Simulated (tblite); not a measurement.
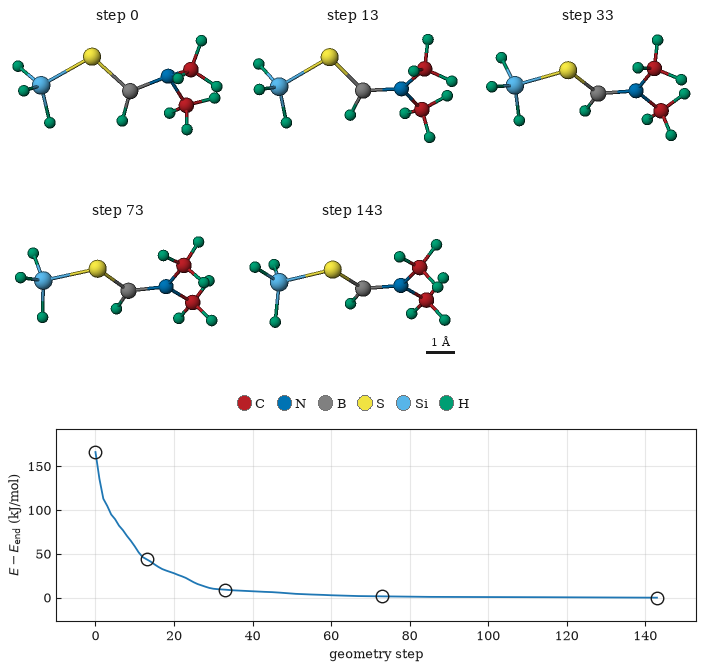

Frames of a relaxation of C2H10BNSSi, marked on the history of the run. The picture is a ball-and-stick view, seen from a free direction.

The calculation used GFN2-xTB geometry optimisation, gas phase (tblite). 

Q: Describe the path.

A: The largest move after the best rigid fit is that of an H atom, 1.01 Å. Largest moves by element: H 1.01 Å, S 0.92 Å, N 0.55 Å, B 0.37 Å, Si 0.29 Å, C 0.26 Å. Near-neighbour distances that change, for instance: B–N 1.535 → 1.382 Å, B–S 1.893 → 1.814 Å, C–H 1.130 → 1.094 Å, H–Si 1.487 → 1.459 Å. Among the angles between lasting bonds that change: C–N–B 106.3° → 123.2°, C–N–B 111.3° → 124.9°, H–Si–H 106.1° → 112.3°. Groups turn about S–Si by about 70°. After 143 geometry steps the energy has fallen by 166.3 kJ/mol. From step 0 to 13: the N atom moves most (0.55 Å), energy −122.4 kJ/mol. From step 13 to 33: the S atom moves most (0.67 Å), energy −34.7 kJ/mol. From step 33 to 73: an H atom moves most (0.53 Å), energy −7.71 kJ/mol. From step 73 to 143: an H atom moves most (0.56 Å), energy −1.43 kJ/mol.

```csv
step,"E − E(0), kJ/mol"
0,0.00
1,-30.44
2,-53.28
3,-61.50
4,-71.27
5,-76.70
6,-84.09
7,-89.27
8,-95.67
9,-101.31
10,-107.63
17,-133.59
24,-146.12
31,-156.54
38,-158.57
45,-159.96
52,-162.12
59,-163.37
66,-164.37
73,-164.85
80,-165.23
87,-165.41
94,-165.54
101,-165.60
108,-165.66
115,-165.79
122,-165.99
129,-166.04
136,-166.14
143,-166.28
```
